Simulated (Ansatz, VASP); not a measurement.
# Cross-check of Ag (Silver) between VASP and Ansatz

One calculation is typed for both programs; each brings its own data sets and cutoff. How far apart do they land? The cell comes out of the VASP series on this material, whose earlier steps may have relaxed, scaled or displaced it; both programs get it as it stands.

Calculated with Ansatz 0.2.0; plane waves, with VASP 6.6.1 beside it; relaxation of cell and atoms at PBE.

**1. The starting structure**

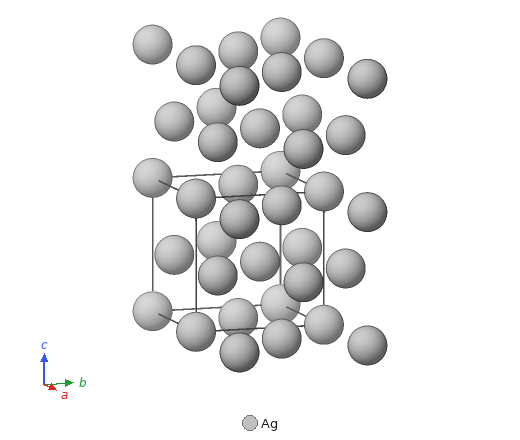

The starting structure, seen slightly off an axis (silver light grey). 2×1×2 cells are drawn. This picture shows the conventional cell, with its axes. Some periodic images of atoms are drawn too.

As a file:

```cif
data_structure
_symmetry_space_group_name_H-M 'P 1'
_symmetry_Int_Tables_number 1
_cell_length_a 2.9334
_cell_length_b 2.9334
_cell_length_c 2.9334
_cell_angle_alpha 60.000
_cell_angle_beta 60.000
_cell_angle_gamma 60.000
_cell_volume 17.85
loop_
_atom_site_label
_atom_site_type_symbol
_atom_site_fract_x
_atom_site_fract_y
_atom_site_fract_z
_atom_site_occupancy
Ag1 Ag 0.00000 0.00000 0.00000 1
```

**2. Ansatz: relaxation of cell and atoms, PBE**

Ansatz runs on its default PAW (the set named soft_2) files.

The relaxed volume is the usual yardstick between codes: its relative difference is about their pressure difference at one cell divided by the bulk modulus.

input.yaml

```yaml
crystal:
  lattice:
    - [0.0, 2.0742408152, 2.0742408152]
    - [2.0742408152, 0.0, 2.0742408152]
    - [2.0742408152, 2.0742408152, 0.0]
  atoms:
    - { symbol: Ag, position: [0.0, 0.0, 0.0] }
hamiltonian:
  xc: pbe
  pseudopotentials: { kind: paw }
kpoints:
  mp_grid: { grid: [12, 12, 12] }
scf:
  occupations: { method: methfessel_paxton, width: 0.1 }
relax:
  f_tol: 0.01
  max_steps: 60
  cell: { stress_tol: 0.05 }
output:
  forces: true
  stress: true
```

On the command line:

```
$ ansatz run input.yaml --threads 4 --pin off --max-ram 9216MiB --backend cpu --events-out ev --progress --plain --runs-dir out
```

Numbers of over 12 decimals in the logs are rounded to 6 here.

The program printed:

```text
Engine: ansatz 0.2.0, aarch64-unknown-linux-gnu
Pseudopotentials: kind: paw
Pseudopotential: Ag, paw, valence charge 19, recommended cutoff 420 eV (normal), Ag.paw.azcp
Functional definition: PBE
  parameter kappa = 0.804
  parameter beta = 0.066725
  exchange = pbe_x(kappa = kappa, mu = beta*pi^2/3)
  correlation = pbe_c(beta = beta)
Crystal: 1 atoms, lattice volume = 17.849 Å³
Basis set: ecut = 420 eV, 339 PW (Γ), exchange–correlation on 40×40×40 points (8 copies of the dense FFT grid, shifted against one another)
Bands: 14, of which v1, the nominal top of the filled ones, is band 10 counted from 1 (9 counted from 0)
Symmetry: 48 space group operations
Space group: Fm-3m (ITA 225), of the structure as read, at distance tolerance 2.6e-5 Å
k-points: 72 of 1728
Non-local potential: Ag, projectors of the file, l = 0: 3, l = 1: 2, l = 2: 2, l = 3: 1
PAW form: soft (Blöchl's): semilocal exchange-correlation on the pseudo side does not see the compensation charge
PAW one-centre angular grid: Ag, 590 points (default); XC on 64 Gauss nodes
Initial density: superposition of atomic densities (neutral atoms: chi_scale 0, normalization atom), corrected by the library's trained network
Initial wavefunctions: pseudopotential atomic-orbital guess
Functional: x = pbe(κ = 0.804, μ = 0.219515), c = pbe(β = 0.066725)
SCF iter   1: F=—  HF=-7590.548878 eV  |F-HF|=—  |Δ(HF+E_count)|=         —  Δρ=8.57e-4  dr2=4.43e-5  ethr=1.77e-3  ⟨swp⟩=4.7  Hψ=5003  notcnv=0
preconditioner: auto → none  [insulator: Δε(μ)=0.214 eV  Ē_g=15.784 eV  σ=0.100 eV  W_gap=0.71  n_scr=8 (ndim 8)  ℏωp=29.2 eV  f_vac=0.000  D(μ)=0.49/eV (n_scr^D=0)  ε∞_Penn≈4.4]
SCF iter   2: F=—  HF=-7590.549036 eV  |F-HF|=—  |Δ(HF+E_count)|=   1.58e-4  S|Δr|=    0.00e0  Δρ=5.02e-4  dr2=1.47e-5  ethr=2.33e-7  ⟨swp⟩=2.2  Hψ=2265  notcnv=0
SCF iter   3: F=—  HF=-7590.549050 eV  |F-HF|=—  |Δ(HF+E_count)|=   1.42e-5  S|Δr|=    0.00e0  Δρ=2.67e-4  dr2=2.20e-6  ethr=7.76e-8  ⟨swp⟩=2.1  Hψ=1396  notcnv=0
SCF iter   4: F=—  HF=-7590.549063 eV  |F-HF|=—  |Δ(HF+E_count)|=   1.31e-5  S|Δr|=    0.00e0  Δρ=6.82e-5  dr2=3.13e-7  ethr=1.16e-8  ⟨swp⟩=2.0  Hψ=1367  notcnv=0
SCF iter   5: F=-7590.549064 eV  HF=-7590.549064 eV  |F-HF|=2.64e-9  |Δ(HF+E_count)|=   6.70e-7  S|Δr|=    0.00e0  Δρ=9.77e-6  dr2=1.26e-8  ethr=5.26e-10  ⟨swp⟩=4.0  Hψ=2997  notcnv=0
SCF 1 converged in 5 iterations: F = -7590.549064 eV  dr2 = 1.26e-8
  greatest PAW one-centre occupation: 1.000 electrons in one spin orbital (limit 2), on the Ag atom at site 0 (counted from 0), in its partial waves of l = 0
relax step   1: F+E_penalty+E_count = -7590.54906394 eV  Δ(F+E_penalty+E_count) = +0.000e0 eV  max|allowed force component| = 0.000e0 eV/Å  Δτ_max = 0.0000 Å  P = +0.185 GPa  Ω = 17.849 Å³  (5 SCF iters, dr2 threshold 1.00e-7 eV, accepted)
[...]
relax step   2: F+E_penalty+E_count = -7590.54904899 eV  Δ(F+E_penalty+E_count) = +1.494e-5 eV  max|allowed force component| = 0.000e0 eV/Å  Δτ_max = 0.0000 Å  P = -0.131 GPa  Ω = 17.912 Å³  energy of the carried Pulay correction = -2.533e-5 eV  (4 SCF iters, dr2 threshold 8.56e-8 eV, accepted)
[...]
relax step   3: F+E_penalty+E_count = -7590.54907032 eV  Δ(F+E_penalty+E_count) = -2.132e-5 eV  max|allowed force component| = 0.000e0 eV/Å  Δτ_max = 0.0000 Å  P = -0.001 GPa  Ω = 17.886 Å³  energy of the carried Pulay correction = -1.481e-5 eV  (3 SCF iters, dr2 threshold 4.30e-8 eV, accepted)
[...]
relax step   4: F+E_penalty+E_count = -7590.54907909 eV  Δ(F+E_penalty+E_count) = -8.772e-6 eV  max|allowed force component| = 0.000e0 eV/Å  Δτ_max = 0.0000 Å  P = -0.001 GPa  Ω = 17.886 Å³  stress off target by 8.54e-4 GPa  SCF on the basis re-selected at this cell (its energy is not comparable with the rows above)  (5 SCF iters)
basis re-selected at this cell: Δ(F+E_penalty+E_count) = -8.772e-6 eV, ΔP = -0.000 GPa vs the last step (what re-selecting the basis moved, of the pressure what is left beyond the Pulay correction that the steps carried, after the strain that the cell walked since its last selection, with what the two solves' SCF thresholds leave and, on support functions, any second-order correction that the steps lacked; it is no measure of the basis error at this ecutwfc). This SCF's stress stands 8.54e-4 GPa from its target on what of the cell is left free (relax.cell.stress_tol is 5.00e-2 GPa) and its largest allowed force component is 0.00e0 eV/Å (relax.f_tol is 1.00e-2 eV/Å): [rest of the remark cut]
SCF converged after 5 iterations
Stability not checked: this state was not tested for a lower state beside it, because cold or Methfessel-Paxton smearing, or corrected tetrahedra, fill the levels in a way that the test cannot read (fill_not_monotonic; see scf.lower_state_search)
Free energy (F): -7590.549079 eV
Harris-Foulkes:  -7590.549079 eV  (|F-HF|=9.09e-13)
Internal energy: -7590.548597 eV  (E = F + TS)
E sigma→0 (E₀):  -7590.548959 eV
Entropy (-TS):   -0.000482 eV (-0.482 meV/atom)
Fermi energy:    16.277440 eV
--- Per-component energies (eV) ---
  E_band       = -251.491708
  E_kinetic    = 526.999847
  E_local      = -2268.293669  (includes V_loc(G=0)·N_el)
  E_nonlocal   = 80.077017
  E_hartree    = 1027.997501
  E_xc         = -184.709306
  E_vxc        = -234.677042  (∫ρ·V_xc dr)
  E_paw        = -3902.057542  (= ΣΔE_a)
  E_vpaw       = -411.593214  (= ΣTr[D̂ρ^β])
  E_aug_tail   = 0.000327  (compensation charges beyond the density's cutoff)
  E_ewald      = -2870.562773
  E_smearing   = -0.000482  (= −TS)
  E_closure    = -0.000000  (closes the sum)
  Σ components = -7590.549079   (vs F -7590.549079, Δ=0.00e0)
--- Forces (eV/Å), atoms counted from 1 ---
  atom   1  Ag    -0.00000000     0.00000000     0.00000000
  max |Σ_I F_I| component: 7.40e-32 eV/Å
--- Stress (GPa, compression-positive) ---
       -0.000854       0.000000       0.000000
        0.000000      -0.000854       0.000000
        0.000000       0.000000      -0.000854
  P = ⅓ Tr σ = -0.0009 GPa (-0.009 kbar)
--- Relaxed structure (3 steps of the walk, 3 accepted, 1 SCFs on fresh bases) ---
  F+E_penalty+E_count = -7590.54907909 eV   max|allowed force component| = 0.000e0 eV/Å   (the final SCF, on the basis selected at the relaxed cell)
  cell:  # Å, volume = 17.8856 Å³
    - [0, 2.075670, 2.075670]
    - [2.075670, 0, 2.075670]
    - [2.075670, 2.075670, 0]
  atoms:
    - { symbol: Ag, position: [0.0, 0.0, 0.0] }
```

The job ended after 0.96 s (4 threads of Arm Neoverse V2, shared host; peak memory 0.28 GiB; 3 s of CPU time).

**3. VASP: relaxation of cell and atoms, PBE**

The same cell, functional, mesh and smearing now go to VASP, with its own data sets and cutoff.

Lines of VASP's logs that name or quote its potential files are left out, and so is its time.

INCAR

```
SYSTEM = Ag
PREC = Accurate
ENCUT = 450
EDIFF = 1E-06
NELM = 100
ISMEAR = 1
SIGMA = 0.1
LREAL = .FALSE.
ALGO = Normal
GGA = PE
NBANDS = 11
LORBIT = 11
LWAVE = .FALSE.
LCHARG = .FALSE.
KPAR = 2
IBRION = 2
NSW = 50
ISIF = 3
EDIFFG = -0.01
```

POSCAR

```
Ag
1.0
    0.0000000000      2.0742408152      2.0742408152
    2.0742408152      0.0000000000      2.0742408152
    2.0742408152      2.0742408152      0.0000000000
Ag
1
Direct
    0.0000000000      0.0000000000      0.0000000000
```

KPOINTS

```
Automatic mesh
0
Gamma
12 12 12
0 0 0
```

Potentials, in the order of the species: Ag (PBE family, release 64).

On the command line:

```
$ mpirun -np 2 vasp_std
```

The program printed:

```text
[banner, memory and clock lines left out]
running    2 mpi-ranks, on    1 nodes
 distrk:  each k-point on    1 cores,    2 groups
 distr:  one band on    1 cores,    1 groups

 POSCAR found type information on POSCAR Ag
 POSCAR found :  1 types and       1 ions
 LDA part: xc-table for (Slater+PW92), standard interpolation
 POSCAR, INCAR and KPOINTS ok, starting setup
 FFT: planning ... GRIDC
 FFT: planning ... GRID_SOFT
 FFT: planning ... GRID
 WAVECAR not read
 entering main loop
       N       E                     dE             d eps       ncg     rms          rms(c)
DAV:   1     0.437209865666E+02    0.43721E+02   -0.51690E+03  1664   0.797E+02
DAV:   2    -0.238978929415E+01   -0.46111E+02   -0.43594E+02  1782   0.180E+02
DAV:   3    -0.295179857771E+01   -0.56201E+00   -0.56164E+00  1795   0.218E+01
DAV:   4    -0.295341355279E+01   -0.16150E-02   -0.16149E-02  1761   0.122E+00
DAV:   5    -0.295342742568E+01   -0.13873E-04   -0.13873E-04  1775   0.102E-01    0.464E+00
DAV:   6    -0.272215372515E+01    0.23127E+00   -0.10071E+00  1665   0.941E+00    0.311E+00
DAV:   7    -0.271593808672E+01    0.62156E-02   -0.60306E-03  1761   0.778E-01    0.178E+00
DAV:   8    -0.271341770495E+01    0.25204E-02   -0.70064E-04  1735   0.216E-01    0.611E-02
DAV:   9    -0.271342837774E+01   -0.10673E-04   -0.11305E-05  1796   0.290E-02    0.200E-02
DAV:  10    -0.271343309400E+01   -0.47163E-05   -0.38963E-06  1750   0.201E-02    0.274E-03
DAV:  11    -0.271343288152E+01    0.21248E-06   -0.74827E-08   891   0.253E-03
   1 F= -.27134329E+01 E0= -.27132767E+01  d E =-.271343E+01
 curvature:   0.00 expect dE= 0.000E+00 dE for cont linesearch  0.000E+00
 trial: gam= 0.00000 g(F)=  0.261E-62 g(S)=  0.370E-04 ort = 0.000E+00 (trialstep = 0.100E+01)
 search vector abs. value=  0.370E-04
 bond charge predicted
       N       E                     dE             d eps       ncg     rms          rms(c)
DAV:   1    -0.271427391483E+01   -0.84082E-03   -0.13664E-02  1677   0.125E+00    0.189E-01
DAV:   2    -0.271346935271E+01    0.80456E-03   -0.32678E-03  1665   0.534E-01    0.574E-02
DAV:   3    -0.271345042547E+01    0.18927E-04   -0.34274E-05  1794   0.515E-02    0.389E-02
DAV:   4    -0.271344226847E+01    0.81570E-05   -0.63522E-06  1694   0.191E-02    0.223E-03
DAV:   5    -0.271344231426E+01   -0.45786E-07   -0.49896E-08   888   0.202E-03
   2 F= -.27134423E+01 E0= -.27132907E+01  d E =-.943273E-05
 trial-energy change:   -0.000009  1 .order   -0.000013   -0.000037    0.000010
 step:   0.7787(harm=  0.7787)  dis= 0.00000  next Energy=    -2.713447 (dE=-0.144E-04)
 reached required accuracy - stopping structural energy minimisation
```

Parts of OUTCAR (step 3):

```text
ion  position               nearest neighbor table
   1  0.000  0.000  0.000-

  LATTYP: Found a face centered cubic cell.
 ALAT       =     4.1484816304

 Subroutine GETGRP returns: Found 48 space group operations
 (whereof 48 operations were pure point group operations)

The static configuration has the point symmetry O_h .

 Found     72 irreducible k-points:

   k-points           NKPTS =     72   k-points in BZ     NKDIM =     72   number of bands    NBANDS=     11

   dimension x,y,z NGX =    20 NGY =   20 NGZ =   20
   dimension x,y,z NGXF=    40 NGYF=   40 NGZF=   40

   ENCUT  =  450.0 eV  33.07 Ry    5.75 a.u.   5.07  5.07  5.07*2*pi/ulx,y,z

   NELECT =      11.0000    total number of electrons

 k-points in reciprocal lattice and weights: Automatic mesh
   0.00000000  0.00000000  0.00000000       0.001
   0.08333333  0.00000000  0.00000000       0.005
   0.16666667  0.00000000  0.00000000       0.005
   0.25000000  0.00000000  0.00000000       0.005
   0.33333333  0.00000000  0.00000000       0.005
   0.41666667  0.00000000  0.00000000       0.005
   0.50000000  0.00000000  0.00000000       0.002
   0.08333333  0.08333333  0.00000000       0.003
   0.16666667  0.08333333  0.00000000       0.014
[...]
-0.33333333  0.50000000  0.16666667       0.007
  -0.25000000  0.50000000  0.25000000       0.003

 average (electrostatic) potential at core
       1 -71.2909

 E-fermi :   7.7495

 k-point     1 :       0.0000    0.0000    0.0000
  band No.  band energies     occupation
    ...
      2       3.1476      2.00000
      3       3.1476      2.00000
      4       3.1476      2.00000
      5       4.0981      2.00000
      6       4.0981      2.00000
      7      23.6931      0.00000
      8      26.9866      0.00000
      9      26.9866      0.00000
     10      26.9866      0.00000
     11      31.6786      0.00000

 k-point     2 :       0.0833    0.0000    0.0000
  band No.  band energies     occupation
    ...
      2       3.1050      2.00000
      3       3.2015      2.00000
      4       3.2015      2.00000
      5       4.0791      2.00000
      6       4.0791      2.00000
      7      23.6319      0.00000
      8      25.4210      0.00000
      9      27.0360      0.00000
     10      27.0360      0.00000
     11      31.3007      0.00000

 k-point     3 :       0.1667    0.0000    0.0000
  band No.  band energies     occupation
    ...
      2       3.0600      2.00000
      3       3.3098      2.00000
      4       3.3098      2.00000
      5       4.0748      2.00000
      6       4.0748      2.00000
      7      21.6996      0.00000
      8      24.5081      0.00000
      9      27.0763      0.00000
     10      27.0763      0.00000
     11      30.1840      0.00000

  Total       -0.0045397     -0.0045397     -0.0045397     -0.0000000      0.0000000     -0.0000000
  in kB       -0.4065580     -0.4065580     -0.4065580     -0.0000000      0.0000000     -0.0000000
  external PRESSURE =      -0.4065580 kB  Pullay stress =       0.0000000 kB

  energy-cutoff  :      450.00
  volume of cell :       17.89
      direct lattice vectors                 reciprocal lattice vectors
     0.000000000  2.075839720  2.075839720    -0.240866381  0.240866381  0.240866381
     2.075839720  0.000000000  2.075839720     0.240866381 -0.240866381  0.240866381
     2.075839720  2.075839720 -0.000000000     0.240866381  0.240866381 -0.240866381

 POSITION                                       TOTAL-FORCE (eV/Angst)
 -----------------------------------------------------------------------------------
      2.07584      2.07584     -0.00000        -0.000000     -0.000000      0.000000
 -----------------------------------------------------------------------------------
    total drift:                               -0.000000     -0.000000      0.000000

  FREE ENERGIE OF THE ION-ELECTRON SYSTEM (eV)
  ---------------------------------------------------
  free  energy   TOTEN  =        -2.7134423143 eV

  energy  without entropy=       -2.7129875529  energy(sigma->0) =       -2.71329073

 reached required accuracy - stopping structural energy minimisation

 total charge
# of ion       s       p       d       tot
------------------------------------------
    1        0.408   0.268   9.159   9.835

[... 3 further parts left out ...]
```

CONTCAR:

```
Ag
   1.00000000000000
     0.0000000000000000    2.0758397195950735    2.0758397195950735
     2.0758397195950735    0.0000000000000000    2.0758397195950735
     2.0758397195950735    2.0758397195950735   -0.0000000000000000
  Ag
     1
Direct
     0.0000000000000000    0.0000000000000000    1.0000000000000000
```

**4. Comparison**

Known differences besides the PAW data sets themselves: both relaxations stop at a tolerance, which leaves soft axes loose, and VASP keeps its plane-wave basis; the data sets hold 19 valence electrons in Ansatz (default PAW (the set named soft_2) files) and 11 in VASP; the cutoff is 420 eV in Ansatz and 450 eV in VASP; VASP leaves aspherical gradient terms in its spheres out (LASPH is not set), Ansatz keeps them; Ansatz adds a Pulay correction to the stress that steers its cell, VASP none. Total energies have different zeros and are not compared.

The two programs side by side:

```
                                         quantity  Ansatz   VASP  difference
                                      volume (Å³)   17.89  17.89     -0.02 %
edge a after relaxation, in the typed setting (Å)   2.935  2.936     -0.01 %
```

The walks stopped with 0.00 GPa left in Ansatz and -0.04 GPa in VASP; each walk ends within a tolerance, so the volume difference is uncertain by about these residues over the bulk modulus, most in soft cells.

**5. What came out**

```
difference in volume (relaxation of cell and atoms, PBE) : -0.025 %
```

**Reading.** The difference in volume is -0.025 % (relaxation of cell and atoms, PBE), within the 1.2 % picked in this series as the mark of a large difference, as far as the stopping tolerances let one tell. How closely two codes agree says nothing of how well the functional describes the real material.

[Lines on the potential files, build, host, timing and source positions are cut from VASP's logs without a mark.]

[Logs are printed without paths, hosts, clocks, repeated set-up lines and the standing remarks that a program may print on its own settings, such as how far it seeks lower states.]

[Hosts, paths, dates, database ids (printed as entryN), source tags and the programs' standing remarks are cut or masked in the printed files.]
